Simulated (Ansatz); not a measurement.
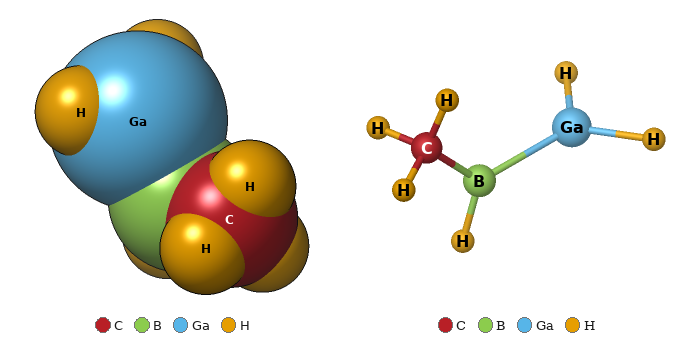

The same structure drawn twice, from different directions.

The geometry was computed by an optimisation with PBE0-D4/def2-TZVP.

Describe the molecule.

Formula CH6BGa. Its SMILES string is `C[BH][GaH2]`. Among its groups: B–H bond. This geometry has C1 symmetry. Coordination: 1 C tetrahedral; 1 B trigonal planar; 1 Ga trigonal planar.

The parts below concern this one geometry. Atoms keep their numbers from picture to picture.

### Geometry

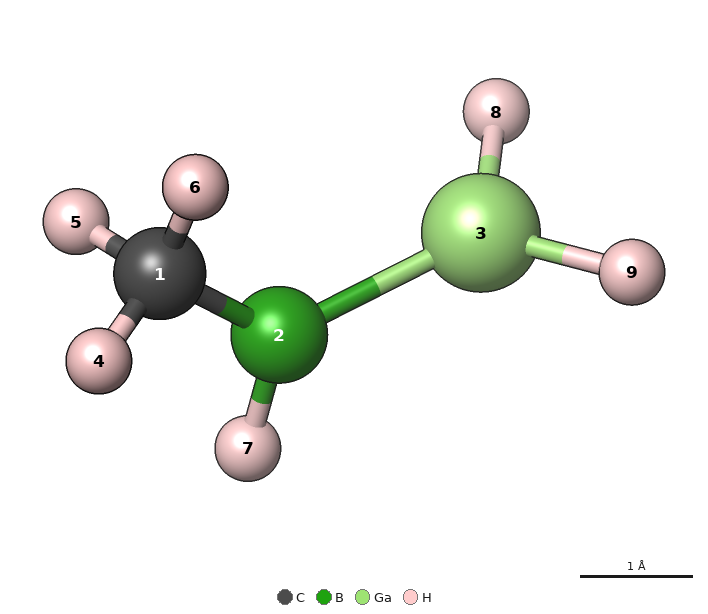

The atoms are numbered.

Estimate the angles B2–C1–H4, B2–C1–H5, B2–C1–H6, C1–B2–Ga3, C1–B2–H7, Ga3–B2–H7, B2–Ga3–H8, B2–Ga3–H9.

| angle | degrees |
| --- | --- |
| B2–C1–H4 | 113.6 |
| B2–C1–H5 | 103.4 |
| B2–C1–H6 | 117.2 |
| C1–B2–Ga3 | 126.0 |
| C1–B2–H7 | 116.3 |
| Ga3–B2–H7 | 117.6 |
| B2–Ga3–H8 | 122.9 |
| B2–Ga3–H9 | 122.6 |

### Levels of theory compared

Program: Ansatz 0.2.0.

Tabulate HOMO–LUMO gap (eV), dipole (D) at these levels: B3LYP-D4/def2-TZVPP; PBE-D4/def2-TZVPP; r2SCAN-D4/def2-TZVPP; ωB97M-V/def2-TZVPP.

```json
{"level": "B3LYP-D4/def2-TZVPP", "HOMO–LUMO gap (eV)": "5.17", "dipole (D)": "1.40"}
{"level": "PBE-D4/def2-TZVPP", "HOMO–LUMO gap (eV)": "3.44", "dipole (D)": "1.41"}
{"level": "r2SCAN-D4/def2-TZVPP", "HOMO–LUMO gap (eV)": "4.02", "dipole (D)": "1.42"}
{"level": "ωB97M-V/def2-TZVPP", "HOMO–LUMO gap (eV)": "9.44", "dipole (D)": "1.39"}
```

### Vibrations

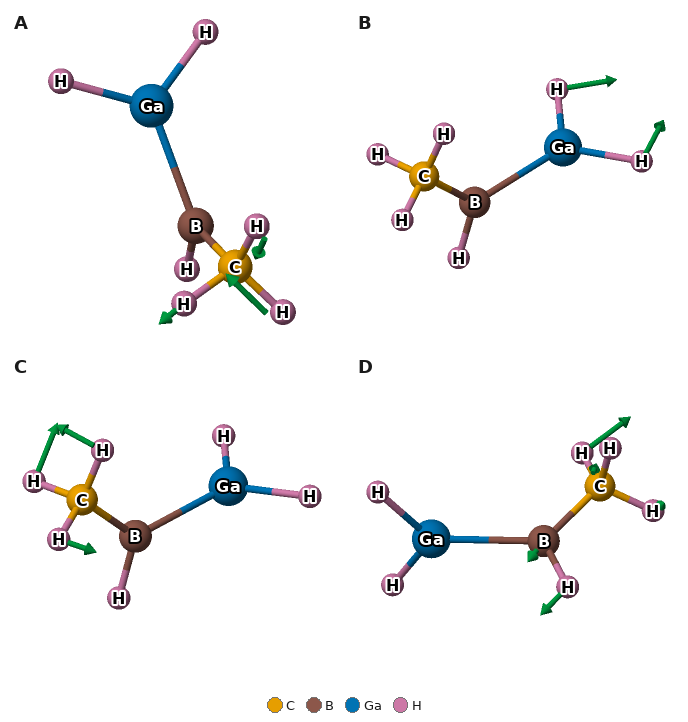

4 normal modes of one molecule or complex, as arrows. Harmonic vibrations computed with RKS PBE0-D4/def2-TZVP (Ansatz 0.2.0) at a stationary point of the same level.

> Match the panels to the wavenumbers 757 cm⁻¹, 1033 cm⁻¹, 1419 cm⁻¹, 3081 cm⁻¹.

A: 3081 cm⁻¹, out-of-phase stretching of 3 C–H bonds
B: 757 cm⁻¹, angle bending
C: 1419 cm⁻¹, H–C–H bending
D: 1033 cm⁻¹

### Charges

The questions are on Mulliken charges. Level of theory: RKS r2SCAN-D4/def2-TZVPP (Ansatz 0.2.0).

List the Mulliken charges.

```tsv
atom	value (e)
C1	−0.20
B2	0.10
Ga3	0.05
H4	0.07
H5	0.07
H6	0.06
H7	0.00
H8	−0.08
H9	−0.08
```

Mulliken values depend strongly on the basis set and can even reverse the polarity of a bond.
